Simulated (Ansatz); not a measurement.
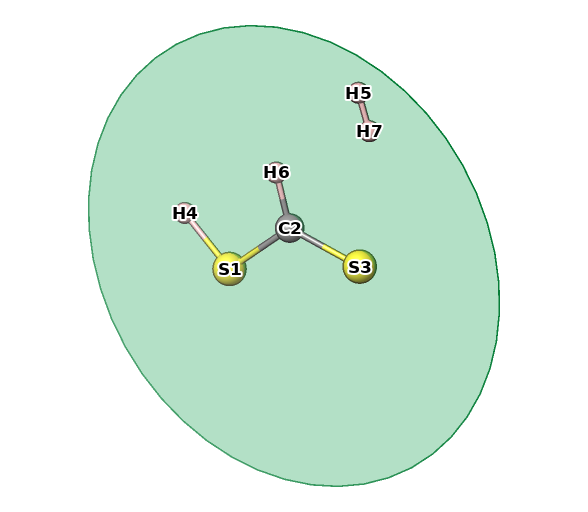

A disc through the centre of mass is drawn in. Distant atoms are faded towards the background colour. The computed structure is the end point of a PBE-D4/def2-SVP optimisation. No frequency run is at hand to confirm it as a minimum.

Q: Is the plane of the disc a mirror plane of the structure?

A: Yes. The reflection leaves S1, C2, S3, H4, H5, H6, H7 in place. The point group is Cs.
